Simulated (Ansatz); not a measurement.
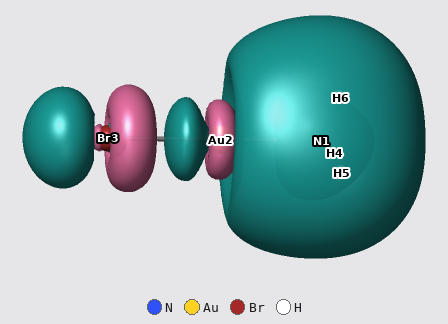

The picture shows: AuBrH3N (SMILES [NH3+][Au-][Br]). The LUMO at ±0.06 Å⁻³ᐟ² (teal and pink are the two phases), seen across its widest extent.

Core potentials replace the inner electrons of Au.

These are results of RKS B3LYP-D4/def2-SVP (Ansatz), not measurements.

Input

```
crystal:
  periodic: [false, false, false]
  atoms:
    - { symbol: "N", position_ang: [-0.5341, -0.2151, 0.1653] }
    - { symbol: Au, position_ang: [1.179, 0.9409, -0.271] }
    - { symbol: Br, position_ang: [0.47346, 2.47559, 0.10379] }
    - { symbol: H, position_ang: [-1.0354, -1.0488, 0.001] }
    - { symbol: H, position_ang: [-1.0956, 0.5675, -0.3845] }
    - { symbol: H, position_ang: [-0.6651, 0.077, 1.1673] }
basis:
  gaussian: { orbitals: def2-SVP }
hamiltonian:
  xc: b3lyp
  dispersion: d4
relax:
  f_tol: 0.015
  max_steps: 40
output:
  orbitals: {}
```

Run with:

```sh
ansatz run input.yaml --threads 1 --pin off --max-ram 2048MiB --backend cpu --events-out ev --progress --plain --runs-dir out
```

The fields are those of the relaxed geometry.

Q: Where does this orbital lie, and at what energy?

A: Its weight (Hirshfeld) is mainly on Au2 (about 35 %), N1 (about 20 %), H4 (about 10 %), H5 (about 10 %), H6 (about 10 %) and Br3 (about 10 %). Its energy is −1.06 eV.
